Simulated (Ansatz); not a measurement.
# B3LYP/def2-SVP run of CH3ClF2Si (SMILES C[Si](F)(F)Cl)

What is the vertical ionisation energy of CH3ClF2Si at B3LYP/def2-SVP? 

Program for the calculation: Ansatz 0.2.0.

126 further runs of the same task are left out: 126 set aside as unsound or not needed.

## Step 1: The molecule

CH3ClF2Si has 8 atoms, charge 0, and is taken as a singlet. As SMILES, `C[Si](F)(F)Cl`. The shape is that of a PBE0-D4/def2-TZVP optimisation.

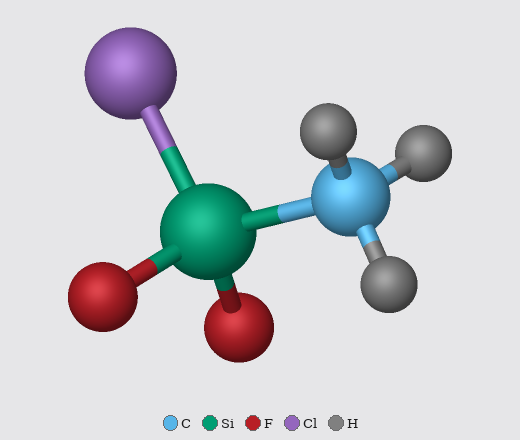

Viewed from a chosen angle; carbon blue, silicon teal, fluorine red, chlorine purple, hydrogen grey.

## Step 2: The energy at B3LYP/def2-SVP

job.yaml reads:

```yaml
crystal:
  periodic: [false, false, false]
  atoms:
    - {symbol: C, position_ang: [-0.808500, -0.299000, 0.512200]}
    - {symbol: Si, position_ang: [0.690600, 0.151400, -0.439200]}
    - {symbol: F, position_ang: [1.987000, -0.472300, 0.219100]}
    - {symbol: F, position_ang: [0.616200, -0.415600, -1.914200]}
    - {symbol: Cl, position_ang: [0.963100, 2.158500, -0.560900]}
    - {symbol: H, position_ang: [-0.917100, -1.385400, 0.549800]}
    - {symbol: H, position_ang: [-0.740200, 0.080400, 1.533400]}
    - {symbol: H, position_ang: [-1.698800, 0.124800, 0.044100]}
basis:
  gaussian:
    orbitals: def2-SVP
output: {orbitals: {seedname: orbitals}}
accuracy: high
hamiltonian:
  xc: {name: B3LYP}
```

Started as:

```console
$ ansatz run job.yaml --threads 1 --pin off --max-ram 3480MiB --events-out events.jsonl --progress --plain --runs-dir runs
```

What it wrote:

```text
Warning: RAYON_NUM_THREADS=1 ignored (pool sized by the plan → 1); use --threads N
Functional definition: B3LYP
  name "B3LYP"
  parameter a0 = 0.2
  parameter ax = 0.72
  parameter ac = 0.81
  exchange = (1 - a0 - ax)*slater_x + ax*b88_x + a0*exact_x
  correlation = (1 - ac)*vwn_rpa_c + ac*lyp_c
1970 factors; integrals over basis functions are off by at most 2.4e-8 eV
mean field evaluation 1: about -26907.6278 eV, gradient 5.9e1 eV
mean field evaluation 2: about -26903.7731 eV, gradient 7.4e1 eV
mean field evaluation 4: about -26914.3242 eV, gradient 2.1e0 eV
mean field evaluation 8: about -26914.4925 eV, gradient 4.1e-1 eV
mean field evaluation 16: about -26914.4929 eV, gradient 1.8e-5 eV
mean field -26914.49289386 eV, -989.0893705508 hartree, gradient 3.6e-8 eV, S^2 0.000000; 0 other end points of the search recorded, 0 dependent functions left out
reference -26914.49292926 eV, -989.0893718518 hartree; 29, 29 occupied and 64, 64 virtual orbitals, 1970 factors
Total energy: -26914.49292926 eV, -989.0893718518 hartree
```

Run time: 7.2 s. Hardware: 1 thread of Arm Neoverse V2, shared host; peak memory 0.33 GiB.

## Step 3: The doublet cation

job.yaml reads:

```yaml
crystal:
  periodic: [false, false, false]
  atoms:
    - symbol: C
      position_ang: [-0.808500, -0.299000, 0.512200]
    - symbol: Si
      position_ang: [0.690600, 0.151400, -0.439200]
    - symbol: F
      position_ang: [1.987000, -0.472300, 0.219100]
    - symbol: F
      position_ang: [0.616200, -0.415600, -1.914200]
    - symbol: Cl
      position_ang: [0.963100, 2.158500, -0.560900]
    - symbol: H
      position_ang: [-0.917100, -1.385400, 0.549800]
    - symbol: H
      position_ang: [-0.740200, 0.080400, 1.533400]
    - symbol: H
      position_ang: [-1.698800, 0.124800, 0.044100]
basis:
  gaussian:
    orbitals: def2-SVP
total_charge: 1
magnetization:
  spin_polarized: true
  initial_magnetization: 1
hamiltonian:
  xc: {name: B3LYP}
accuracy: high
output: {orbitals: {seedname: orbitals}}
```

Started as:

```console
$ ansatz run job.yaml --threads 1 --pin off --max-ram 3480MiB --events-out events.jsonl --progress --plain --runs-dir runs
```

What it wrote (excerpt; [...] marks lines left out):

```text
Warning: RAYON_NUM_THREADS=1 ignored (pool sized by the plan → 1); use --threads N
[... 7 set-up lines as earlier in the session ...]
1969 factors; integrals over basis functions are off by at most 2.4e-8 eV
mean field evaluation 1: about -26887.3773 eV, gradient 6.2e1 eV
mean field evaluation 2: about -26854.3946 eV, gradient 1.1e2 eV
mean field evaluation 4: about -26902.2217 eV, gradient 6.3e0 eV
mean field evaluation 8: about -26902.4540 eV, gradient 1.2e0 eV
mean field evaluation 16: about -26902.6279 eV, gradient 1.2e-2 eV
mean field evaluation 32: about -26902.6279 eV, gradient 1.5e-5 eV
mean field -26902.62794910 eV, -988.6533418734 hartree, gradient 5.2e-8 eV, S^2 0.754694; 4 other end points of the search recorded, 0 dependent functions left out
reference -26902.62798466 eV, -988.6533431800 hartree; 29, 28 occupied and 64, 65 virtual orbitals, 1969 factors
Total energy: -26902.62798466 eV, -988.6533431800 hartree
```

Wall time 25 s (1 thread of Arm Neoverse V2, shared host); peak memory 0.49 GiB.

## Step 4: Summary of results

Level: B3LYP/def2-SVP.

| quantity | value |
| --- | --- |
| singlet CH3ClF2Si: total energy | -989.08937 Eh |
| singlet CH3ClF2Si: HOMO energy | -9.14 eV |
| singlet CH3ClF2Si: LUMO energy | 1.04 eV |
| singlet CH3ClF2Si: HOMO–LUMO gap | 10.18 eV |
| doublet cation: total energy | -988.65334 Eh |
| doublet cation: HOMO energy (highest over α and β) | -16.20 eV |
| doublet cation: LUMO energy (lowest over α and β) | -14.46 eV |
| doublet cation: ⟨S²⟩ | 0.755 |
| vertical ionisation energy (to the doublet cation) | 11.865 eV |

**Reading.** The vertical ionisation energy comes to 11.86 eV (1145 kJ/mol). −ε(HOMO) before ionisation, 9.14 eV, is 2.72 eV below this ionisation energy.
